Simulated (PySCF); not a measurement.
C3H5F3SSi

The calculation's input:

```
{"job": {"kind": "nmr", "xc": "PBE0", "basis": "pcSseg-1"}, "charge": 0, "multiplicity": 1}
C      1.623869     0.638595     0.512378
C      1.217891    -0.533095    -0.311654
S      2.254458    -1.599010    -0.973993
Si    -0.600291    -0.910300    -0.686728
C     -1.728296     0.383727     0.213420
F     -1.554863     0.340685     1.547531
F     -1.431677     1.638311    -0.175186
F     -3.031862     0.195036    -0.021660
H      1.161825     0.568402     1.512514
H      2.716529     0.707254     0.608710
H      1.223390     1.567450     0.071002
H     -0.867706    -0.775319    -2.143286
H     -0.976551    -2.251816    -0.170103
```

Run with:

```sh
OMP_NUM_THREADS=1 python probes_run.py task.json out
```

Geometry: PBE0-D3(BJ)/def2-SVP.

All numbers below come from PBE0/pcSseg-1, SCF density, gas phase, non-relativistic (PySCF 2.14.0).

Predict the electron density and electron localisation function between the atoms.

C–F (1.34 Å): the density is about 2.4 e/Å³ at the midpoint; the ELF peaks at about 0.85 between the atoms (a polar covalent bond).
C–C (1.49 Å): the density is about 1.7 e/Å³ at the midpoint; the ELF peaks at about 0.95 between the atoms, as expected for a shared electron pair.
C–S (1.63 Å): ρ is about 1.6 e/Å³ halfway; the ELF peaks at about 0.90 between the atoms; localised, covalent bonding.
C–Si (1.89 Å): ρ is about 0.94 e/Å³ halfway; the ELF peaks at about 0.95 between the atoms; localised, covalent bonding.

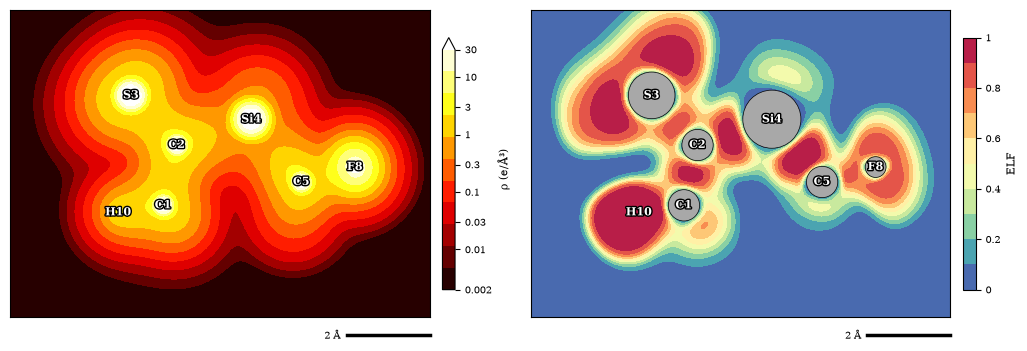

Computed electron density and electron localisation function on the plane of atoms C1, C2 and Si4, in this order. Grey discs cover the atomic cores in the ELF map. 
